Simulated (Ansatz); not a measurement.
# What NaVSe3 (model cell, started as cubic perovskite with V in the octahedra) distorts into, part 3 of 3

Aim: this structure of NaVSe3 (model cell, started as cubic perovskite with V in the octahedra) is to be tested for unstable modes, and one is followed downhill.

Ansatz 0.2.0; DFT PBE, scalar-relativistic, plane waves, PAW; PAW set soft_1.

So far. Step 5 (Energy along the mode, all amplitudes (two of the runs …): The lowest of the steps tried is at 0.45 Å, 42.9 meV/atom below the parent; the bottom of the well need not coincide with a step. Step 7 (The new phase in its own primitive cell): The largest force component left is 0.64 meV/Å and the pressure is 0.000 GPa, within the tolerances set. The cell now holds 24.54 Å³/atom. The relaxed cell has a = 6.899, c = 8.929 Å (conventional setting).

The structure was built from a prototype and need not be the compound's stable phase.

## 8. Modes of the new phase, k-mesh 9×9×9

A relaxed structure may still be a saddle point, so its zone-centre modes are computed. No field response is asked, since the mesh shows no gap.

The input, input.yaml:

```yaml
crystal:
  lattice:
    - [3.4493497035, 1.9914829798, 2.9764060804]
    - [-3.4493497035, 1.9914829798, 2.9764060804]
    - [0.0, -3.9829659597, 2.9764060804]
  atoms:
    - { symbol: Na, position: [0.0363720363, 0.0363720363, 0.0363720363] }
    - { symbol: V, position: [0.4340001874, 0.4340001874, 0.4340001874] }
    - { symbol: Se, position: [0.5134663025, 0.9843732493, 0.5134663025] }
    - { symbol: Se, position: [0.9843732493, 0.5134663025, 0.5134663025] }
    - { symbol: Se, position: [0.5134663025, 0.5134663025, 0.9843732493] }
kpoints:
  mp_grid: { grid: [9, 9, 9] }
hamiltonian:
  xc: pbe
  pseudopotentials: { kind: paw, azcp: { folder: soft_1 } }
scf:
  occupations: { method: methfessel_paxton, width: 0.2 }
output:
  eigenvalues: true
phonons:
  method: dfpt
```

Command:

```console
ansatz run input.yaml --threads 4 --pin off --max-ram 16384MiB --backend cpu --events-out ev --progress --plain --runs-dir out
```

Numbers of over 12 decimals in the logs are rounded to 6 here.

The program printed:

```text
[...]
Crystal: 5 atoms, lattice volume = 122.675 Å³
Basis set: ecut = 420 eV, 2397 PW (Γ), exchange–correlation on 72×72×72 points (8 copies of the dense FFT grid, shifted against one another)
Bands: 42, of which v1, the nominal top of the filled ones, is band 35 counted from 1 (34 counted from 0)
Symmetry: 6 space group operations
k-points: 365 of 729 (irreducible under 1 space group operation, time reversal used)
[...]
SCF iter   1: F=—  HF=-20817.016251 eV  |F-HF|=—  |Δ(HF+E_count)|=         —  Δρ=2.47e-1  dr2=1.29e2  ethr=3.10e-3  ⟨swp⟩=5.6  Hψ=53014  notcnv=0
[...]
SCF iter  18: F=-20808.747078 eV  HF=-20808.747078 eV  |F-HF|=7.28e-12  |Δ(HF+E_count)|=    0.00e0  S|Δr|=    0.00e0  Δρ=5.22e-8  dr2=5.27e-12  ethr=1.00e-12  ⟨swp⟩=5.0  Hψ=59181  notcnv=0
SCF 1 converged in 18 iterations: F = -20808.747078 eV  dr2 = 5.27e-12
[...]
DFPT response loops at Γ: preconditioner auto → Kerker (q_TF=auto, 2.485 Å⁻¹) (partly filled bands, converged f_vac=0.123); β = 1.00, the filter's whole step (`scf.mixing.beta` (0.50) is not read by the response loops under this deck's `scf.mixing.preconditioner`; to damp them name `kerker` or `kerker_dos`, under which they read `scf.mixing.beta`, and type it under 1.00, their step now; both keys bind the ground state too); Broyden in place of MSR1
SCF converged after 18 iterations
[...]
Free energy (F): -20808.747078 eV
[...]
Internal energy: -20808.752450 eV  (E = F + TS)
E sigma→0 (E₀):  -20808.748421 eV
Entropy (-TS):   0.005372 eV (1.074 meV/atom)
Fermi energy:    6.940329 eV
Step filling:    the computed levels leave a gap of 0.0000 eV = 0.0 smearing widths at the electron count; against every level under it full and every level over it empty, smearing changes F+E_penalty+E_count by +1.698 meV and its σ→0 estimate by +0.355 meV
[...]
--- Band table (eV; the first three rows and the last of 365) ---
  k-point 0: bands = [... 31 lower, 4.9331, 5.3130, 5.3130, 6.0245, 7.4575, 7.4575, 7.8890, 8.4884, ... 3 higher]
  k-point 1: bands = [... 31 lower, 4.8555, 5.2619, 5.3654, 5.9553, 7.2364, 7.5339, 7.8330, 8.4786, ... 3 higher]
  k-point 2: bands = [... 31 lower, 4.8115, 5.1002, 5.2812, 5.8438, 6.9729, 7.7030, 7.8386, 8.4454, ... 3 higher]
  k-point 364: bands = [... 31 lower, 4.6412, 4.9012, 5.0365, 5.8020, 7.2196, 7.4178, 7.9662, 8.5657, ... 3 higher]
--- Phonons (Γ-DFPT): 6 representative perturbations + reference, on 365 of 729 k-points (Σ response iterations 22) ---
  k mesh reduced under 1 symmetry operation, with k and −k counted as one. Each operation leaves every solved perturbation unchanged. A smaller set is not used because it would not reduce the number of displacements times k-points to solve
  ASR residual: 4.603e-5 → 0.000e0 eV/Å²; symmetrization residual: 4.178e-5 eV/Å²
  ASR residual per site (eV/Å²): 3.93e-5 4.60e-5 1.25e-5 1.25e-5 1.30e-5
[...]
non-analytic LO–TO correction: not included (Born effective charges unavailable; polar crystals: no LO–TO splitting at Γ)
```

Wall time 8.8 min (4 threads of Arm Neoverse V1, shared host); peak memory 5.4 GiB.

Numbers from this step:

```yaml
sum_rule_residual_before_enforcement: 4.60e-5 eV/Å²
point_group: 3m
highest_optical_mode_at_the_zone_centre_no_lo_to_term: 255.8 cm⁻¹
lowest_optical_zone_centre_mode: -76.62 cm⁻¹
```

Patterns of degenerate modes are one choice out of their space. Modes at Γ, with each element's share of the kinetic energy (negative means imaginary):

| mode | frequency (cm⁻¹) | symmetry | Na % | V % | Se % |
| --- | --- | --- | --- | --- | --- |
| 1 | -76.6 | E | 1 | 23 | 77 |
| 2 | -76.6 | E | 1 | 23 | 77 |
| 3 | -23.3 | A2 | 0 | 0 | 100 |
| 4 | 0.0 | acoustic | 7 | 16 | 76 |
| 5 | 0.0 | acoustic | 7 | 16 | 76 |
| 6 | 0.0 | acoustic | 7 | 16 | 76 |
| 7 | 34.4 | E | 91 | 1 | 8 |
| 8 | 34.4 | E | 91 | 1 | 8 |
| 9 | 54.4 | A1 | 93 | 1 | 7 |
| 10 | 109.2 | E | 1 | 19 | 80 |
| 11 | 109.2 | E | 1 | 19 | 80 |
| 12 | 156.5 | A1 | 0 | 33 | 67 |
| 13 | 241.4 | E | 0 | 41 | 59 |
| 14 | 241.4 | E | 0 | 41 | 59 |
| 15 | 255.8 | A1 | 0 | 50 | 50 |

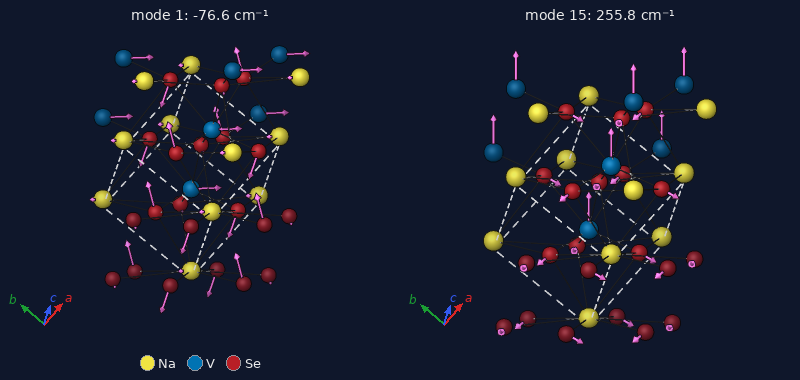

Displacement patterns of modes 1 and 15 at Γ; arrows are exaggerated. 1×1×2 cells are drawn. Some periodic images of atoms are drawn too.

Before it was imposed, the acoustic sum rule was missed by 4.6e-5 eV/Å². Small misses are needed for a sound result but don't prove that mesh and cutoff are converged. The lowest optical mode is imaginary, 76.6i cm⁻¹, so the energy falls along it.

## 9. What came out

```
unstable mode of the parent                                                      : q = (0, 0, 0), 133i cm⁻¹
depth at the lowest point sampled                                                : 42.9 meV/atom
largest atomic shift at that point                                               : 0.45 Å
space group reached (within 0.01 Å)                                              : R3m
energy gained over the parent (first relaxation, on the mesh of the frozen mode) : 56.8 meV/atom
volume per atom, phase reached                                                   : 24.5 Å³
lowest optical zone-centre mode, phase reached                                   : -76.6 cm⁻¹
highest optical mode at the zone centre (no LO-TO term), phase reached           : 256 cm⁻¹
```

Along this mode the structure falls into R3m, 56.8 meV/atom below the parent. At the parent's cell the well is 42.89 meV/atom deep on the steps tried, with its lowest point at a shift of 0.45 Å. Relaxing atoms and cell changes the gain by +13.89 meV/atom against the lowest step (energies at zero smearing). The new phase still has an imaginary mode at the zone centre of its cell, so it is a saddle point on the way to a lower structure. Of the 5 patterns followed to their end from this parent, this one ends 75.5 meV/atom above the lowest, Amm2. Each path keeps the symmetry of its pattern, so a lower phase may lie along a pattern not tried. With no gap, or one that is small against the smearing, the frequencies hang on the k mesh and the smearing, most of all near Kohn anomalies. The phonon runs are without spin polarisation, although V often carries a moment. A phonon run warned that its eigensolver left some bands unconverged in a pass. The starting cell was built on a prototype and not taken from a measurement, so the phase need not exist.

[Logs are printed without paths, hosts, clocks, repeated set-up lines and the standing remarks that a program may print on its own settings, such as how far it seeks lower states.]

[Hosts, paths, dates, database ids (printed as entryN), source tags and the programs' standing remarks are cut or masked in the printed files.]
